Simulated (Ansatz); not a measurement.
**C4H8O (2-butanone): CCSD/6-31G(d) (spherical functions)**

What is the vertical singlet–triplet gap of C4H8O (2-butanone) at CCSD/6-31G* (spherical functions)? 

The calculation is run with Ansatz 0.2.0.

51 further runs of the same task are left out: 51 set aside as unsound or not needed.

## (1) The system as given

C4H8O: 13 atoms, total charge 0, spin state singlet. SMILES: `CCC(C)=O`. The shape is that of a PBE0-D4/def2-TZVP optimisation. This is one conformer, not always the lowest.

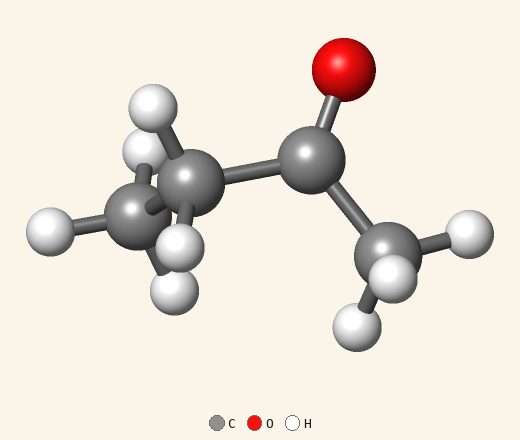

Viewed from a chosen angle; carbon grey, oxygen red, hydrogen white.

## (2) A single-point energy at CCSD/6-31G(d) (spherical functions)

The input, input.yaml:

```yaml
crystal:
  periodic: [false, false, false]
  atoms:
    - {symbol: C, position_ang: [-1.145600, 1.128600, -0.438000]}
    - {symbol: C, position_ang: [0.104000, 0.866600, 0.400200]}
    - {symbol: C, position_ang: [0.917600, -0.253800, -0.206600]}
    - {symbol: C, position_ang: [0.580900, -1.652300, 0.236700]}
    - {symbol: O, position_ang: [1.778900, -0.032900, -1.021800]}
    - {symbol: H, position_ang: [-1.729800, 1.946300, -0.012200]}
    - {symbol: H, position_ang: [-0.871200, 1.401500, -1.458700]}
    - {symbol: H, position_ang: [-1.791800, 0.248500, -0.484700]}
    - {symbol: H, position_ang: [-0.181700, 0.612400, 1.425300]}
    - {symbol: H, position_ang: [0.731300, 1.759600, 0.423400]}
    - {symbol: H, position_ang: [-0.499800, -1.816400, 0.230900]}
    - {symbol: H, position_ang: [0.914800, -1.787200, 1.270500]}
    - {symbol: H, position_ang: [1.077500, -2.382200, -0.399800]}
basis:
  gaussian: {orbitals: 6-31G_st_-spherical.json}
correlation: {method: ccsd, frozen_orbitals: {C: 1, H: 0, O: 1}}
accuracy: high
scf: {omitted_lower_state_checks: [cluster_reference, increment]}
```

The basis set 6-31G* is read from a file made from the Basis Set Exchange's data (not shown).

On the command line:

```bash
ansatz run input.yaml --threads 1 --pin off --max-ram 3480MiB --events-out events.jsonl --progress --plain --runs-dir runs
```

What it wrote (excerpt; [...] marks lines left out):

```text
Warning: RAYON_NUM_THREADS=1 ignored (pool sized by the plan → 1); use --threads N
Functional definition: HF
  name "HF"
[...]
2165 factors; integrals over basis functions are off by at most 3.2e-9 eV
[...]
mean field -6285.65931448 eV, -230.9937192341 hartree, gradient 1.3e-8 eV, S^2 0.000000; 0 other end points of the search recorded, 0 dependent functions left out
5 core orbitals not correlated: weight in the atoms' cores, before any rotation towards them, 1.000 or more for the frozen orbitals, at most 0.000 for the correlated occupied ones
reference -6285.65931448 eV, -230.9937192341 hartree; 15, 15 occupied and 66, 66 virtual orbitals, 2165 factors
second order -18.65127255 eV of doubles, -0.00000000 eV of singles
cycle   1  -19.27881552 eV  change   -6.3e-1 eV  update   1.1e-1
[...]
cycle  22  -19.96823786 eV  change   -3.5e-9 eV  update   2.1e-9
Total energy: -6305.62755233 eV, -231.7275384404 hartree
Checks for a lower state left out: cluster_reference, increment
```

Wall time 17 s (1 thread of Intel Xeon 6975P-C (Granite Rapids), shared host); peak memory 0.59 GiB.

## (3) The triplet, same level

The input, molecule.yaml:

```yaml
crystal:
  periodic: [false, false, false]
  atoms:
    - {symbol: C, position_ang: [-1.145600, 1.128600, -0.438000]}
    - {symbol: C, position_ang: [0.104000, 0.866600, 0.400200]}
    - {symbol: C, position_ang: [0.917600, -0.253800, -0.206600]}
    - {symbol: C, position_ang: [0.580900, -1.652300, 0.236700]}
    - {symbol: O, position_ang: [1.778900, -0.032900, -1.021800]}
    - {symbol: H, position_ang: [-1.729800, 1.946300, -0.012200]}
    - {symbol: H, position_ang: [-0.871200, 1.401500, -1.458700]}
    - {symbol: H, position_ang: [-1.791800, 0.248500, -0.484700]}
    - {symbol: H, position_ang: [-0.181700, 0.612400, 1.425300]}
    - {symbol: H, position_ang: [0.731300, 1.759600, 0.423400]}
    - {symbol: H, position_ang: [-0.499800, -1.816400, 0.230900]}
    - {symbol: H, position_ang: [0.914800, -1.787200, 1.270500]}
    - {symbol: H, position_ang: [1.077500, -2.382200, -0.399800]}
basis:
  gaussian:
    orbitals: 6-31G_st_-spherical.json
magnetization:
  spin_polarized: true
  initial_magnetization: 2
correlation:
  method: ccsd
  frozen_orbitals: {C: 1, H: 0, O: 1}
accuracy: high
scf:
  omitted_lower_state_checks: [cluster_reference, increment]
```

The basis set 6-31G* is read from a file made from the Basis Set Exchange's data (not shown).

On the command line:

```bash
ansatz run molecule.yaml --threads 1 --pin off --max-ram 3480MiB --events-out events.jsonl --progress --plain --runs-dir runs
```

What it wrote (excerpt; [...] marks lines left out):

```text
Warning: RAYON_NUM_THREADS=1 ignored (pool sized by the plan → 1); use --threads N
Functional definition: HF
  name "HF"
[...]
2165 factors; integrals over basis functions are off by at most 3.2e-9 eV
[...]
mean field -6282.50219060 eV, -230.8776970716 hartree, gradient 2.2e-8 eV, S^2 2.016324; 2 other end points of the search recorded, 0 dependent functions left out
5 core orbitals not correlated: weight in the atoms' cores, before any rotation towards them, 1.000 or more for the frozen orbitals, at most 0.000 for the correlated occupied ones
reference -6282.50219060 eV, -230.8776970716 hartree; 16, 14 occupied and 65, 67 virtual orbitals, 2165 factors
second order -17.22847143 eV of doubles, -0.00000000 eV of singles
cycle   1  -18.28484784 eV  change    -1.1e0 eV  update   1.0e-1
[...]
cycle  32  -19.00870100 eV  change   -1.0e-9 eV  update  6.4e-10
Total energy: -6301.51089160 eV, -231.5762539489 hartree
Checks for a lower state left out: cluster_reference, increment
```

It took 63 s on 1 thread of Intel Xeon 6975P-C (Granite Rapids), shared host; peak memory 1.2 GiB.

## (4) Summary of results

At CCSD/6-31G* (spherical functions), 5 core orbitals frozen:

```
                                            quantity          value
                               singlet: total energy  -231.72754 Eh
singlet: correlation energy (5 core orbitals frozen)     -733.8 mEh
                              singlet: T1 diagnostic          0.012
                               triplet: total energy  -231.57625 Eh
triplet: correlation energy (5 core orbitals frozen)     -698.6 mEh
          triplet: ⟨S²⟩ of the reference determinant          2.016
                              triplet: T1 diagnostic          0.022
    vertical energy of the triplet above the singlet       4.117 eV
```

**Reading.** At this shape the triplet lies 4.12 eV (95 kcal/mol) above the singlet.
